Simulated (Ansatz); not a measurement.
# SiO2 (silicon dioxide molecule) at 6 levels

Aim: a comparison of 6 runs (UHF/STO-3G, B2PLYP/STO-3G, CAM-B3LYP/STO-3G, UPBE/STO-3G, BCCD(T)/STO-3G, CCSDT/STO-3G) of SiO2 (silicon dioxide molecule). 

Program for the calculation: Ansatz 0.2.0.

35 further runs of the same task are left out: 5 that didn't finish, 30 set aside as unsound or not needed.

**1. The structure to begin with**

SiO2 has 3 atoms, charge 0, and is taken as a singlet. As SMILES, `O=[Si]=O`. The Si2–O1 distance was set to 3.765 Å, away from the relaxed value. At this shape a bond of the SMILES string is far longer than usual.

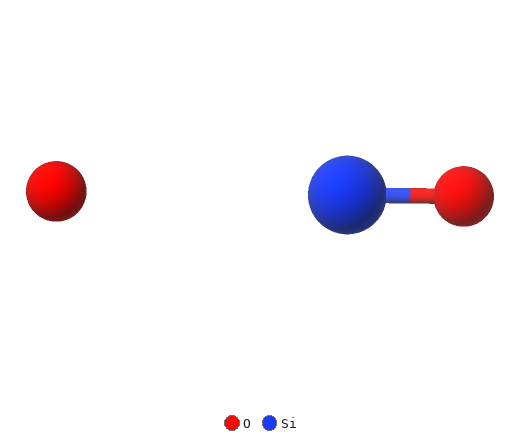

The structure, seen from a chosen angle (oxygen red, silicon blue).

**2. A single-point energy at UHF/STO-3G (run 1)**

File in.yaml:

```yaml
crystal:
  periodic: [false, false, false]
  atoms:
    - {symbol: O, position_ang: [1.744358, 3.074031, 1.296913]}
    - {symbol: Si, position_ang: [-0.000010, 0.000000, -0.000000]}
    - {symbol: O, position_ang: [-0.697730, -1.229610, -0.518760]}
basis:
  gaussian: {orbitals: STO-3G}
hamiltonian: {xc: hf}
magnetization: {spin_polarized: true}
accuracy: high
```

Run with:

```sh
$ ansatz run in.yaml --threads 1 --pin off --max-ram 3480MiB --events-out events.jsonl --progress --plain --runs-dir runs
```

Standard output:

```text
Warning: RAYON_NUM_THREADS=1 ignored (pool sized by the plan → 1); use --threads N
Functional definition: HF
  name "HF"
  exchange = exact_x
  correlation = 0
302 factors; integrals over basis functions are off by at most 2.2e-8 eV
mean field evaluation 1: about -11739.3800 eV, gradient 3.4e1 eV
mean field evaluation 2: about -11739.3940 eV, gradient 3.4e1 eV
mean field evaluation 4: about -11718.9486 eV, gradient 5.4e1 eV
mean field evaluation 8: about -11784.0501 eV, gradient 4.0e0 eV
mean field evaluation 16: about -11786.6985 eV, gradient 1.4e0 eV
mean field evaluation 32: about -11786.7858 eV, gradient 3.3e-4 eV
mean field evaluation 64: about -11786.7858 eV, gradient 3.2e-6 eV
mean field evaluation 96: about -11786.7853 eV, gradient 5.3e-2 eV
mean field evaluation 128: about -11786.7858 eV, gradient 1.5e-4 eV
mean field evaluation 160: about -11786.7858 eV, gradient 7.3e-4 eV
mean field evaluation 192: about -11786.7858 eV, gradient 1.2e-4 eV
mean field evaluation 224: about -11786.7855 eV, gradient 2.7e-3 eV
mean field evaluation 256: about -11786.7855 eV, gradient 1.6e-3 eV
mean field evaluation 288: about -11786.7852 eV, gradient 5.7e-3 eV
mean field evaluation 320: about -11786.7857 eV, gradient 4.0e-4 eV
mean field evaluation 352: about -11785.2651 eV, gradient 4.6e-1 eV
mean field evaluation 384: about -11785.2684 eV, gradient 3.6e-1 eV
mean field evaluation 416: about -11783.3029 eV, gradient 4.1e-1 eV
mean field evaluation 448: about -11784.1743 eV, gradient 1.2e-2 eV
mean field evaluation 480: about -11786.7858 eV, gradient 4.4e-4 eV
mean field evaluation 512: about -11786.7858 eV, gradient 1.5e-6 eV
mean field evaluation 544: about -11785.3440 eV, gradient 6.8e0 eV
mean field evaluation 576: about -11786.7558 eV, gradient 1.4e-2 eV
mean field evaluation 608: about -11786.7858 eV, gradient 2.1e-4 eV
mean field evaluation 640: about -11782.9534 eV, gradient 5.3e0 eV
mean field evaluation 672: about -11786.7632 eV, gradient 5.3e-1 eV
mean field evaluation 704: about -11786.7858 eV, gradient 7.9e-7 eV
mean field -11786.78583918 eV, -433.1563902193 hartree, gradient 2.4e-8 eV, S^2 1.248691; 12 other end points of the search recorded, 0 dependent functions left out
reference -11786.78583918 eV, -433.1563902193 hartree; 15, 15 occupied and 4, 4 virtual orbitals, 302 factors
Total energy: -11786.78583918 eV, -433.1563902193 hartree
```

It took 1.8 s on 1 thread of Arm Neoverse V2, shared host.

**3. The energy at B2PLYP/STO-3G (run 2)**

File in.yaml:

```yaml
crystal:
  periodic: [false, false, false]
  atoms:
    - symbol: O
      position_ang: [1.744358, 3.074031, 1.296913]
    - symbol: Si
      position_ang: [-0.000010, 0.000000, -0.000000]
    - symbol: O
      position_ang: [-0.697730, -1.229610, -0.518760]
basis:
  gaussian: {orbitals: STO-3G}
magnetization: {spin_polarized: false}
hamiltonian: {xc: {name: B2PLYP}}
correlation: {frozen_orbitals: {O: 1, Si: 5}}
accuracy: high
```

Run with:

```sh
$ ansatz run in.yaml --threads 1 --pin off --max-ram 3480MiB --events-out events.jsonl --progress --plain --runs-dir runs
```

Standard output:

```text
Warning: RAYON_NUM_THREADS=1 ignored (pool sized by the plan → 1); use --threads N
Functional definition: B2PLYP
  name "B2PLYP"
  parameter a = 0.53
  parameter c = 0.27
  exchange = (1 - a)*b88_x + a*exact_x
  correlation = (1 - c)*lyp_c + c*(mp2_os + mp2_ss)
302 factors; integrals over basis functions are off by at most 2.2e-8 eV
mean field evaluation 1: about -11772.1848 eV, gradient 6.5e1 eV
mean field evaluation 2: about -11772.1882 eV, gradient 6.5e1 eV
mean field evaluation 4: about -11718.7458 eV, gradient 1.2e2 eV
mean field evaluation 8: about -11803.9977 eV, gradient 1.0e1 eV
mean field evaluation 16: about -11805.8057 eV, gradient 1.7e-4 eV
mean field evaluation 32: about -11805.8042 eV, gradient 1.3e-2 eV
mean field evaluation 64: about -11703.6056 eV, gradient 4.7e1 eV
mean field evaluation 96: about -11805.8052 eV, gradient 1.9e-2 eV
mean field -11805.80566970 eV, -433.8553560988 hartree, gradient 4.5e-9 eV, S^2 0.000000; 6 other end points of the search recorded, 0 dependent functions left out; unrestricted orbitals would lower it
7 core orbitals not correlated: weight in the atoms' cores, before any rotation towards them, 1.000 or more for the frozen orbitals, at most 0.000 for the correlated occupied ones
reference -11805.80568509 eV, -433.8553566644 hartree; 8, 8 occupied and 4, 4 virtual orbitals, 302 factors
second order -6.29688794 eV of doubles, -0.00000000 eV of singles
Total energy: -11807.50584483 eV, -433.9178363826 hartree
```

Wall time 4.2 s (1 thread of Arm Neoverse V2, shared host).

Runs 3 to 4 aren't shown in full; the table further down has their settings and results.

**4. A single-point energy at BCCD(T)/STO-3G (run 5)**

File in.yaml:

```yaml
crystal:
  periodic: [false, false, false]
  atoms:
    - {symbol: O, position_ang: [1.744358, 3.074031, 1.296913]}
    - {symbol: Si, position_ang: [-0.000010, 0.000000, -0.000000]}
    - {symbol: O, position_ang: [-0.697730, -1.229610, -0.518760]}
basis:
  gaussian:
    orbitals: STO-3G
magnetization:
  spin_polarized: false
  initial_magnetization: 0
correlation:
  method: bccd_t
  frozen_orbitals: {O: 1, Si: 5}
accuracy: high
scf:
  omitted_lower_state_checks: [cluster_reference, increment]
```

Run with:

```sh
$ ansatz run in.yaml --threads 1 --pin off --max-ram 3480MiB --events-out events.jsonl --progress --plain --runs-dir runs
```

Standard output:

```text
Warning: RAYON_NUM_THREADS=1 ignored (pool sized by the plan → 1); use --threads N
[... 15 lines left out ...]
7 core orbitals not correlated: weight in the atoms' cores, before any rotation towards them, 1.000 or more for the frozen orbitals, at most 0.000 for the correlated occupied ones
[... 69 lines left out ...]
Total energy: -11789.47879068 eV, -433.2553543618 hartree
Checks for a lower state left out: cluster_reference, increment
```

It took 0.36 s on 1 thread of Arm Neoverse V2, shared host.

**5. A single-point energy at CCSDT/STO-3G (run 6)**

File job.yaml:

```yaml
crystal:
  periodic: [false, false, false]
  atoms:
    - symbol: O
      position_ang: [1.744358, 3.074031, 1.296913]
    - symbol: Si
      position_ang: [-0.000010, 0.000000, -0.000000]
    - symbol: O
      position_ang: [-0.697730, -1.229610, -0.518760]
basis:
  gaussian: {orbitals: STO-3G}
correlation: {method: ccsdt, frozen_orbitals: {O: 1, Si: 5}}
accuracy: high
scf: {omitted_lower_state_checks: [cluster_reference, increment]}
```

Run with:

```sh
$ ansatz run job.yaml --threads 1 --pin off --max-ram 3480MiB --events-out events.jsonl --progress --plain --runs-dir runs
```

Standard output:

```text
Warning: RAYON_NUM_THREADS=1 ignored (pool sized by the plan → 1); use --threads N
[... 15 lines left out ...]
7 core orbitals not correlated: weight in the atoms' cores, before any rotation towards them, 1.000 or more for the frozen orbitals, at most 0.000 for the correlated occupied ones
[... 51 lines left out ...]
Total energy: -11789.51140291 eV, -433.2565528390 hartree
Checks for a lower state left out: cluster_reference, increment
```

Run time: 0.46 s. Hardware: 1 thread of Arm Neoverse V2, shared host.

**6. All runs side by side**

```tsv
run	level	frozen core orbitals	energy (Eh)	wall time
1	UHF/STO-3G	–	-433.156390	1.8 s
2	B2PLYP/STO-3G	7	-433.917836	4.2 s
3	CAM-B3LYP/STO-3G	–	-434.114905	2.4 s
4	UPBE/STO-3G	–	-433.973206	22 s
5	BCCD(T)/STO-3G	7	-433.255354	0.36 s
6	CCSDT/STO-3G	7	-433.256553	0.46 s
```

**7. Results**

| quantity | value |
| --- | --- |
| run 6: total energy | -433.25655 Eh |
| run 6: correlation energy (7 core orbitals frozen) | -195.6 mEh |
| run 6: T1 diagnostic | 0.024 |

Below the UHF energy at the same shape and in the same basis (STO-3G): BCCD(T) -99.0 mEh; CCSDT -100.2 mEh. Some of these start from another determinant than that one, so these aren't their correlation energies. Totals of different functionals can't be ranked against each other. In runs 2, 5, 6 the log says that unrestricted orbitals would lower the reference, so the values rest on an unstable closed-shell determinant (other closed-shell runs at this shape may share the fault). In runs 1, 2, 3, 4, 5, 6 the basis is minimal, so the values are rough. In runs 2, 3 a closed-shell determinant meets a far-stretched bond, which it describes badly. Spin contamination of the reference: run 1 ⟨S²⟩ = 1.25, run 4 ⟨S²⟩ = 1.00. Where it is this large, the reference is a mixture of spin states, and values that rest on it are in doubt. All runs together took 31 s, the longest 22 s.
